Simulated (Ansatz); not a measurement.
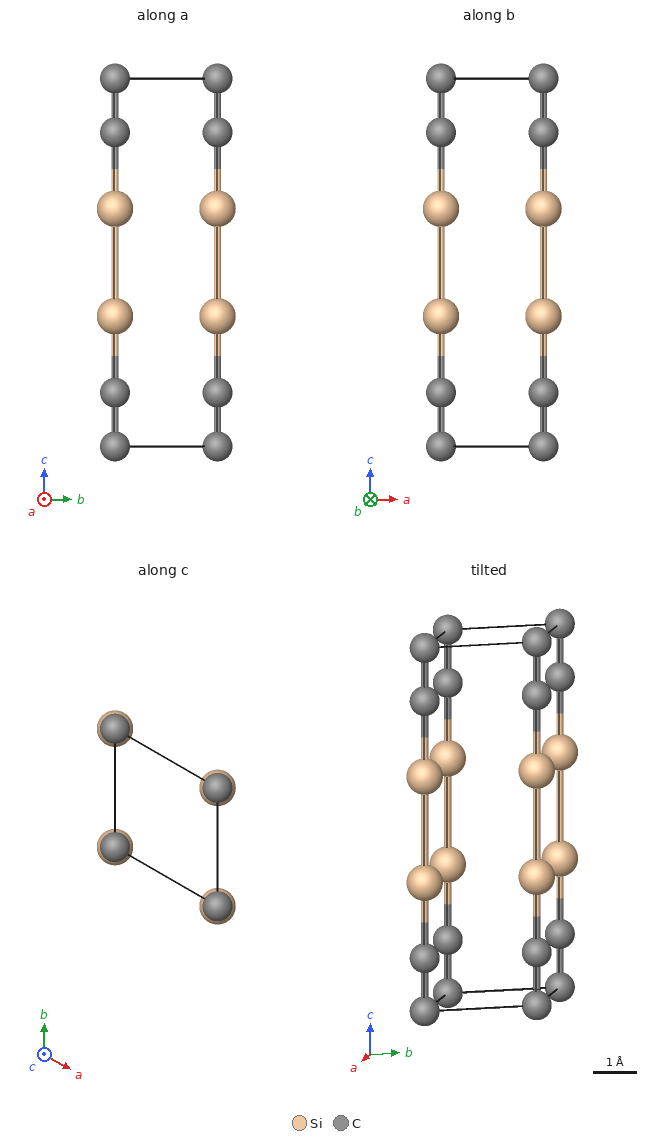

The image is a ball-and-stick drawing of a crystal, viewed along the a axis, along the b axis, along the c axis and slightly off an axis. Atoms at the boundary of the conventional unit cell (the box) are drawn once for each face, edge or corner they touch.

Lattice parameters: a = 2.807 Å, b = 2.807 Å, c = 8.723 Å, α = 90.00°, β = 90.00°, γ = 120.00°.

Q: Record the structure as a table of Wyckoff sites, with free fractional coordinates to two decimals.

A: Space group P6/mmm (No. 191).
```
atom  site     x     y     z
  Si    2e  0.00  0.00  0.35
   C    2e  0.00  0.00  0.85
   C    1a  0.00  0.00  0.00
```

Its origin is a structure type filled with these elements by a generator (whether the compound takes this form wasn't checked). Earlier steps of the study may have refined or changed the cell and positions. An electronic-structure calculation with Ansatz was run on it.
